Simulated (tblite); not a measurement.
Geometry relaxation, with input and output: BSi2H5ClOF (part 2 of 2)

BSi2H5ClOF, SMILES O[Si](F)(Cl)B[SiH3]; GFN2-xTB geometry optimisation, gas phase (tblite 0.8.0). 

Geometry of the input (Å):
```
Si 1.3671  -0.5588  0.4645
F  1.7687  -1.9617  1.3318
Cl 2.6748  1.0020  0.7661
B  -0.3912  0.0643  1.0407
Si -1.5706  0.6387  -0.3945
O  1.2338  -1.0385  -1.1790
H  -0.8666  -0.2422  2.0830
H  -0.8164  0.8089  -1.6708
H  -2.6278  -0.3678  -0.6528
H  -2.1938  1.8950  -0.0517
H  1.4324  -0.2608  -1.7576
```

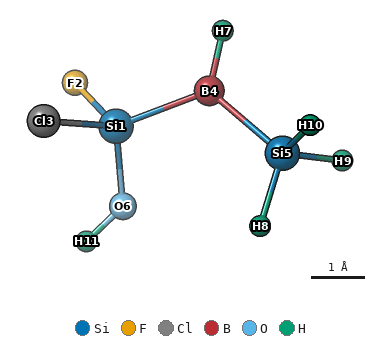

**Figure 1.** The geometry at step 76 of the log (ball-and-stick view, seen at a tilt; atoms are numbered from 1 in the order of the input).

Trajectory as extended XYZ, continued:
```
11
Properties=species:S:1:pos:R:3:forces:R:3 step=48 energy=-563.42450
Si    1.3705   -0.5774    0.4514    0.0120  -0.0050   0.0220
F     1.8970   -1.8527    1.2891    0.0010  -0.0050   0.0170
Cl    2.7070    0.9148    0.8628    0.0090   0.0030  -0.0250
B    -0.4410   -0.0354    0.9050   -0.0270  -0.0010   0.0050
Si   -1.7174    0.7180   -0.3849    0.0050  -0.0400   0.0290
O     1.6355   -1.1429   -1.0478    0.0080   0.0290  -0.0690
H    -0.8136   -0.1895    2.0066    0.0030   0.0120  -0.0110
H    -1.1794    1.0489   -1.7150    0.0080  -0.0040  -0.0170
H    -2.7958   -0.2554   -0.6269   -0.0170   0.0040  -0.0320
H    -2.3827    1.9485    0.0628   -0.0040   0.0250   0.0270
H     1.7303   -0.5979   -1.8236    0.0020  -0.0190   0.0550
11
Properties=species:S:1:pos:R:3:forces:R:3 step=52 energy=-563.42593
Si    1.3589   -0.5843    0.4463   -0.0010   0.0180  -0.0070
F     1.9006   -1.8396    1.3087   -0.0140   0.0160  -0.0160
Cl    2.7040    0.9159    0.8009    0.0090   0.0150   0.0060
B    -0.4537   -0.0404    0.9085    0.0250  -0.0340  -0.0080
Si   -1.7286    0.7285   -0.3729   -0.0030  -0.0060  -0.0260
O     1.6023   -1.1495   -1.0576    0.0050   0.0570  -0.0880
H    -0.8261   -0.2166    2.0058   -0.0060   0.0190   0.0170
H    -1.1827    1.0534   -1.7033   -0.0140   0.0120   0.0190
H    -2.8048   -0.2462   -0.6270   -0.0150   0.0210  -0.0120
H    -2.3968    1.9623    0.0756    0.0350  -0.0440   0.0060
H     1.8374   -0.6044   -1.8054   -0.0210  -0.0730   0.1100
11
Properties=species:S:1:pos:R:3:forces:R:3 step=56 energy=-563.42806
Si    1.3564   -0.5876    0.4330    0.0390   0.0330   0.0130
F     1.8935   -1.8192    1.3312    0.0040  -0.0160   0.0030
Cl    2.6996    0.9216    0.7657    0.0010   0.0180   0.0120
B    -0.4570   -0.0507    0.8833   -0.0650  -0.0090   0.0250
Si   -1.7519    0.7311   -0.3746    0.0540  -0.0790   0.0450
O     1.6150   -1.1712   -1.0603   -0.0670  -0.0440   0.0480
H    -0.8196   -0.2184    1.9868   -0.0040   0.0120  -0.0080
H    -1.2250    1.0833   -1.7003    0.0110   0.0360  -0.0420
H    -2.8427   -0.2223   -0.6377   -0.0200  -0.0010  -0.0020
H    -2.3977    1.9510    0.1298   -0.0030   0.0250   0.0030
H     1.9399   -0.6385   -1.7772    0.0500   0.0240  -0.0970
11
Properties=species:S:1:pos:R:3:forces:R:3 step=60 energy=-563.43017
Si    1.3581   -0.5811    0.4334   -0.0370  -0.0070   0.0240
F     1.8978   -1.8136    1.3311    0.0180   0.0010   0.0070
Cl    2.7064    0.9273    0.7473   -0.0160  -0.0020   0.0090
B    -0.4649   -0.0664    0.8886    0.0340   0.0330   0.0100
Si   -1.7502    0.7182   -0.3709   -0.0320   0.0260  -0.0450
O     1.5895   -1.1666   -1.0644    0.0070   0.0940  -0.0630
H    -0.8264   -0.2162    1.9935   -0.0020  -0.0240   0.0180
H    -1.2239    1.0896   -1.6946    0.0130   0.0020   0.0020
H    -2.8570   -0.2119   -0.6506   -0.0030  -0.0120   0.0080
H    -2.3902    1.9458    0.1336    0.0260  -0.0240   0.0090
H     1.9712   -0.6460   -1.7673   -0.0090  -0.0860   0.0220
11
Properties=species:S:1:pos:R:3:forces:R:3 step=64 energy=-563.43314
Si    1.3491   -0.5701    0.4405    0.0500  -0.0100  -0.0430
F     1.9154   -1.8000    1.3323    0.0100   0.0370  -0.0220
Cl    2.7061    0.9366    0.7205   -0.0130  -0.0050   0.0230
B    -0.4731   -0.0735    0.8994   -0.0750  -0.0040   0.0050
Si   -1.7543    0.6979   -0.3823    0.0380   0.0290   0.0820
O     1.5279   -1.1309   -1.0731    0.1630   0.2020  -0.3120
H    -0.8335   -0.2269    2.0062   -0.0090   0.0000  -0.0380
H    -1.2066    1.1032   -1.6861   -0.0090  -0.0460  -0.0170
H    -2.8872   -0.1990   -0.6662    0.0450  -0.0140  -0.0140
H    -2.3662    1.9264    0.1485   -0.0230   0.0370   0.0170
H     2.0329   -0.6849   -1.7601   -0.1760  -0.2270   0.3200
11
Properties=species:S:1:pos:R:3:forces:R:3 step=68 energy=-563.44085
Si    1.3454   -0.5672    0.4355   -0.1030   0.0430  -0.0420
F     1.9371   -1.7784    1.3377    0.0050   0.0050  -0.0380
Cl    2.7037    0.9371    0.6958    0.0050   0.0470   0.0450
B    -0.4903   -0.0847    0.8993    0.1540  -0.0550  -0.0290
Si   -1.7631    0.7003   -0.3740   -0.0370  -0.0140  -0.0760
O     1.5023   -1.1047   -1.0884   -0.0040   0.0470  -0.0990
H    -0.8416   -0.2344    2.0071   -0.0280  -0.0210   0.0100
H    -1.2118    1.1002   -1.6820   -0.0280  -0.0210   0.0590
H    -2.9027   -0.1860   -0.6903    0.0980   0.0420   0.0470
H    -2.3608    1.9263    0.1804   -0.0280   0.0300  -0.0160
H     2.0921   -0.7295   -1.7414   -0.0340  -0.1040   0.1380
11
Properties=species:S:1:pos:R:3:forces:R:3 step=72 energy=-563.46669
Si    1.3267   -0.5224    0.4221    0.1210  -0.0490   0.0290
F     1.9932   -1.7381    1.2692    0.0050  -0.0710   0.0110
Cl    2.6813    0.9729    0.7440   -0.0190   0.0490  -0.0430
B    -0.4981   -0.0947    0.9116   -0.0740   0.0400   0.0450
Si   -1.7545    0.7061   -0.3675    0.0700   0.0460   0.0680
O     1.3990   -1.0172   -1.1186   -0.1180   0.0800  -0.0320
H    -0.8700   -0.2748    2.0097    0.0360  -0.0360  -0.0260
H    -1.1854    1.0837   -1.6660   -0.0080   0.0420  -0.0460
H    -2.8643   -0.2022   -0.6843   -0.0820  -0.0010   0.0130
H    -2.3375    1.9444    0.1860   -0.0370  -0.0480  -0.0620
H     2.1199   -0.8787   -1.7266    0.1060  -0.0530   0.0430
11
Properties=species:S:1:pos:R:3:forces:R:3 step=76 energy=-563.47587
Si    1.3287   -0.5127    0.4176    0.0100  -0.0300   0.0290
F     2.0160   -1.7305    1.2466    0.0050  -0.0690  -0.0150
Cl    2.6698    0.9918    0.7599   -0.0240   0.0210  -0.0690
B    -0.5003   -0.0930    0.9167    0.0300   0.0010   0.0070
Si   -1.7495    0.7143   -0.3614    0.0120  -0.0320  -0.0150
O     1.3686   -0.9851   -1.1334    0.1280   0.1330  -0.0810
H    -0.8777   -0.2951    2.0075    0.0370  -0.0350   0.0050
H    -1.1814    1.0810   -1.6644   -0.0150   0.0530  -0.0210
H    -2.8557   -0.2061   -0.6802   -0.0330   0.0560   0.0360
H    -2.3371    1.9503    0.1865   -0.0510  -0.0220  -0.0530
H     2.1290   -0.9358   -1.7158   -0.1000  -0.0760   0.1770
11
Properties=species:S:1:pos:R:3:forces:R:3 step=80 energy=-563.49845
Si    1.3510   -0.4984    0.4054   -0.0370  -0.0100  -0.0280
F     2.0809   -1.7340    1.1830   -0.0400   0.0960  -0.0490
Cl    2.6137    1.0698    0.7664    0.0270  -0.0450  -0.0190
B    -0.4834   -0.0923    0.8855   -0.0400  -0.0760  -0.0130
Si   -1.7638    0.7398   -0.3534   -0.0220  -0.0570  -0.0390
O     1.3983   -0.9259   -1.1595    0.2720  -0.0100  -0.0140
H    -0.8574   -0.3655    1.9622   -0.0180   0.0190   0.0150
H    -1.2735    1.1508   -1.6742    0.0470   0.0240   0.0170
H    -2.8944   -0.1579   -0.6554    0.0150  -0.0170   0.0490
H    -2.3781    1.9424    0.2290   -0.0160   0.0580   0.0170
H     2.2172   -1.1498   -1.6093   -0.1890   0.0180   0.0640
11
Properties=species:S:1:pos:R:3:forces:R:3 step=84 energy=-563.50185
Si    1.3451   -0.4959    0.4054    0.0200   0.0000  -0.0300
F     2.0836   -1.7247    1.1785   -0.0220   0.0040   0.0320
Cl    2.6209    1.0594    0.7637    0.0170   0.0120  -0.0010
B    -0.4919   -0.1027    0.8843   -0.0240   0.0010   0.0030
Si   -1.7682    0.7390   -0.3536   -0.0090   0.0220   0.0100
O     1.4098   -0.9269   -1.1547    0.0580   0.0120  -0.0770
H    -0.8609   -0.3626    1.9664   -0.0190   0.0000  -0.0040
H    -1.2700    1.1540   -1.6705    0.0380   0.0110   0.0140
H    -2.8948   -0.1602   -0.6506   -0.0320  -0.0360   0.0190
H    -2.3830    1.9493    0.2244    0.0220  -0.0210  -0.0030
H     2.2197   -1.1496   -1.6137   -0.0480  -0.0060   0.0360
11
Properties=species:S:1:pos:R:3:forces:R:3 step=88 energy=-563.50378
Si    1.3438   -0.4905    0.3918    0.0000   0.0270   0.0130
F     2.0689   -1.7149    1.1855   -0.0070   0.0100   0.0010
Cl    2.6155    1.0716    0.7486   -0.0040  -0.0170   0.0030
B    -0.4967   -0.1091    0.8751    0.0080   0.0110  -0.0110
Si   -1.7760    0.7398   -0.3542   -0.0010  -0.0210   0.0200
O     1.4309   -0.9227   -1.1676    0.0200  -0.0060  -0.0130
H    -0.8666   -0.3717    1.9572    0.0080  -0.0050  -0.0260
H    -1.2749    1.1716   -1.6655    0.0020  -0.0150   0.0220
H    -2.9054   -0.1650   -0.6372    0.0040   0.0190  -0.0050
H    -2.3753    1.9457    0.2450   -0.0100   0.0020  -0.0070
H     2.2461   -1.1756   -1.5992   -0.0180  -0.0050   0.0030
11
Properties=species:S:1:pos:R:3:forces:R:3 step=92 energy=-563.50420
Si    1.3457   -0.4861    0.3857    0.0000  -0.0090  -0.0110
F     2.0694   -1.7084    1.1839   -0.0080   0.0020   0.0100
Cl    2.6114    1.0749    0.7505    0.0200   0.0160   0.0040
B    -0.4951   -0.1078    0.8656    0.0110   0.0000   0.0070
Si   -1.7813    0.7438   -0.3497   -0.0060   0.0100  -0.0010
O     1.4435   -0.9256   -1.1716    0.0020   0.0050   0.0030
H    -0.8636   -0.3798    1.9447    0.0010  -0.0110   0.0050
H    -1.2848    1.1774   -1.6611    0.0050  -0.0040   0.0020
H    -2.9102   -0.1595   -0.6309   -0.0180  -0.0050  -0.0090
H    -2.3842    1.9467    0.2520   -0.0020   0.0010  -0.0020
H     2.2596   -1.1965   -1.5895   -0.0050  -0.0050  -0.0080
11
Properties=species:S:1:pos:R:3:forces:R:3 step=96 energy=-563.50445
Si    1.3479   -0.4837    0.3857    0.0030   0.0190   0.0080
F     2.0683   -1.7066    1.1861   -0.0060   0.0010  -0.0030
Cl    2.6171    1.0760    0.7537    0.0040  -0.0050  -0.0030
B    -0.4935   -0.1076    0.8671   -0.0080   0.0010  -0.0040
Si   -1.7827    0.7417   -0.3486   -0.0050  -0.0020  -0.0050
O     1.4420   -0.9198   -1.1724    0.0010  -0.0050   0.0030
H    -0.8633   -0.3834    1.9448    0.0060  -0.0100   0.0080
H    -1.2773    1.1741   -1.6571   -0.0050  -0.0060  -0.0020
H    -2.9149   -0.1593   -0.6326    0.0110   0.0110  -0.0030
H    -2.3858    1.9471    0.2479    0.0000  -0.0020   0.0030
H     2.2527   -1.1995   -1.5949   -0.0010  -0.0010   0.0000
11
Properties=species:S:1:pos:R:3:forces:R:3 step=100 energy=-563.50457
Si    1.3487   -0.4796    0.3856   -0.0010  -0.0020  -0.0040
F     2.0659   -1.7037    1.1875   -0.0060   0.0030   0.0010
Cl    2.6222    1.0758    0.7517    0.0050   0.0030  -0.0020
B    -0.4947   -0.1084    0.8656    0.0020  -0.0010   0.0080
Si   -1.7858    0.7403   -0.3486    0.0120   0.0020   0.0020
O     1.4436   -0.9209   -1.1714    0.0020   0.0020   0.0030
H    -0.8602   -0.3859    1.9447    0.0000  -0.0070  -0.0040
H    -1.2787    1.1726   -1.6560   -0.0010   0.0030  -0.0100
H    -2.9195   -0.1546   -0.6381   -0.0050  -0.0070   0.0000
H    -2.3859    1.9451    0.2516   -0.0010   0.0040   0.0020
H     2.2548   -1.2015   -1.5929   -0.0060   0.0010   0.0040
11
Properties=species:S:1:pos:R:3:forces:R:3 step=104 energy=-563.50465
Si    1.3482   -0.4758    0.3856    0.0030   0.0020   0.0030
F     2.0620   -1.7026    1.1861    0.0020   0.0020   0.0030
Cl    2.6249    1.0778    0.7499    0.0020  -0.0040  -0.0020
B    -0.4946   -0.1076    0.8691    0.0020  -0.0020  -0.0050
Si   -1.7836    0.7404   -0.3478   -0.0010   0.0000  -0.0010
O     1.4411   -0.9166   -1.1715   -0.0060   0.0020   0.0030
H    -0.8606   -0.3931    1.9458   -0.0020  -0.0020  -0.0040
H    -1.2756    1.1695   -1.6565   -0.0020   0.0020  -0.0010
H    -2.9166   -0.1560   -0.6380    0.0020   0.0000   0.0030
H    -2.3850    1.9463    0.2494    0.0010   0.0000   0.0000
H     2.2503   -1.2031   -1.5924    0.0010   0.0010   0.0000
```
